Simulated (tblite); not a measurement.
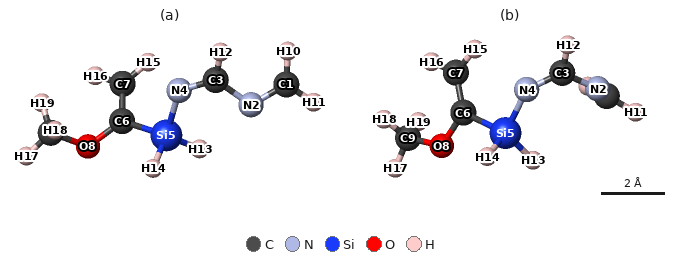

The structure of C5H10N2OSi before (left) and after (right) a relaxation, at one scale.

Style: ball-and-stick. Shown at a tilt.

Computed with GFN2-xTB geometry optimisation, gas phase (tblite 0.8.0). 

Question: Describe what moved and what it gained.

Answer: The largest move after the best rigid fit is that of H10, 2.72 Å. Largest moves by element: H 2.72 Å, C 1.31 Å, Si 0.89 Å, N 0.72 Å, O 0.68 Å. Some distances before and after: N2–C3 1.423 → 1.355 Å, N4–Si5 1.773 → 1.716 Å, C1–N2 1.304 → 1.250 Å, Si5–C6 1.841 → 1.894 Å. Among the angles between lasting bonds that change: C1–N2–C3 114.8° → 130.3°, Si5–C6–O8 123.6° → 108.3°, C7–C6–O8 117.5° → 125.8°. Groups turn about N2–C3 by about 95°, C6–O8 by about 70°, Si5–C6 by about 40°. Over 263 geometry steps the energy falls by 91.2 kJ/mol. Cost: 1.8 s on 1 thread of Arm Neoverse V2, with other jobs on the host.
